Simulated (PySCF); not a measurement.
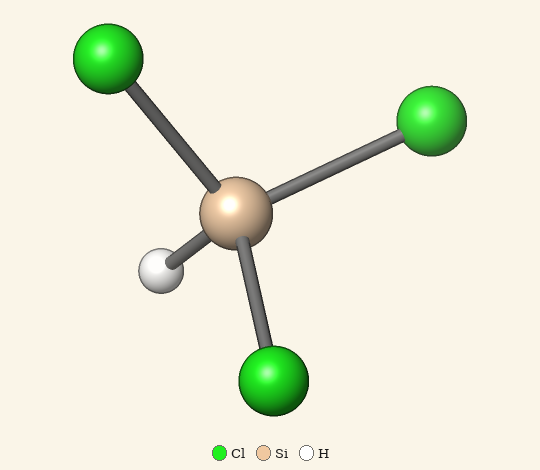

Computed geometry: PBE0-D3(BJ)/def2-SVP optimisation. No frequency run is at hand to confirm it as a minimum.

Draw it as a skeletal formula.

SMILES: Cl[SiH](Cl)Cl

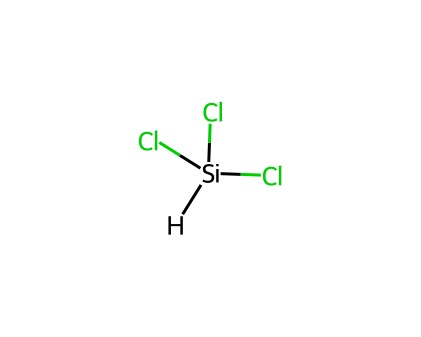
